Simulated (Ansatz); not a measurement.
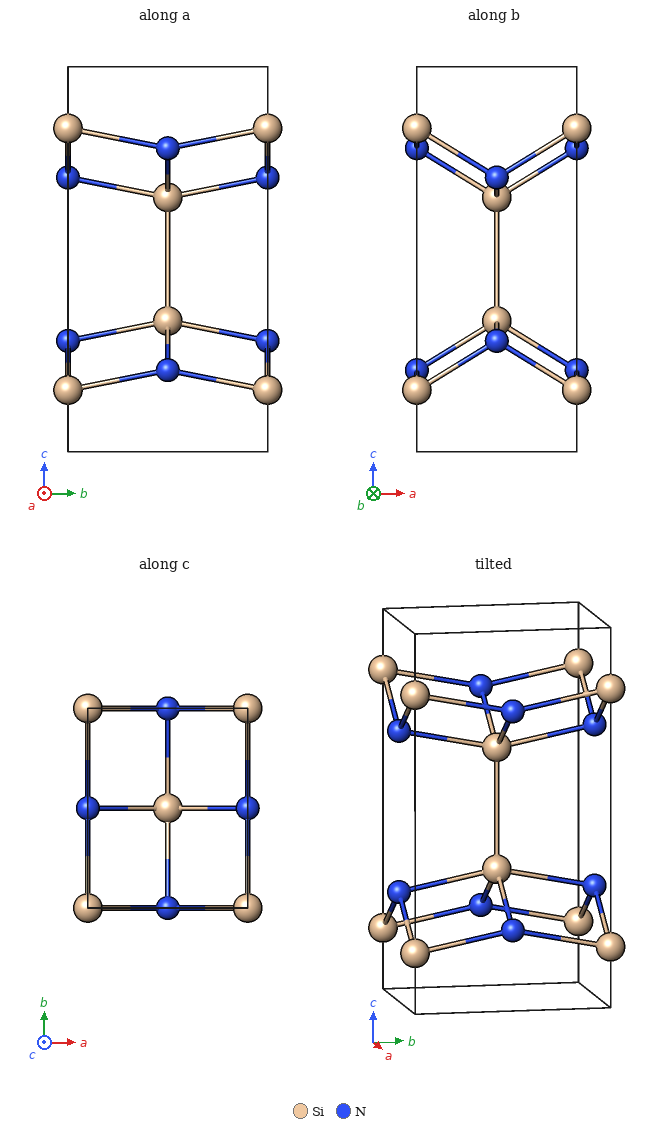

Figure: ball-and-stick view along the a axis, along the b axis, along the c axis and slightly off an axis. The parallelepiped is the conventional unit cell.

Lattice parameters: a = 3.0811 Å, b = 3.8471 Å, c = 7.4277 Å, α = 90.000°, β = 90.000°, γ = 90.000°.

Question: Record the structure as a CIF with its space group and independent sites, with free fractional coordinates to two decimals.

Answer:
```cif
data_structure
_symmetry_space_group_name_H-M 'I m m m'
_symmetry_Int_Tables_number 71
_cell_length_a 3.0811
_cell_length_b 3.8471
_cell_length_c 7.4277
_cell_angle_alpha 90.000
_cell_angle_beta 90.000
_cell_angle_gamma 90.000
_cell_volume 88.04
loop_
_atom_site_label
_atom_site_type_symbol
_atom_site_symmetry_multiplicity
_atom_site_Wyckoff_symbol
_atom_site_fract_x
_atom_site_fract_y
_atom_site_fract_z
_atom_site_occupancy
Si1 Si 4 i 0.50 0.50 0.34 1
N1 N 4 j 0.00 0.50 0.21 1
```

It goes back to a structure type filled with these elements by a generator (whether the compound takes this form wasn't checked). Relaxation method: Ansatz, DFT PBE, scalar-relativistic, plane waves, PAW.
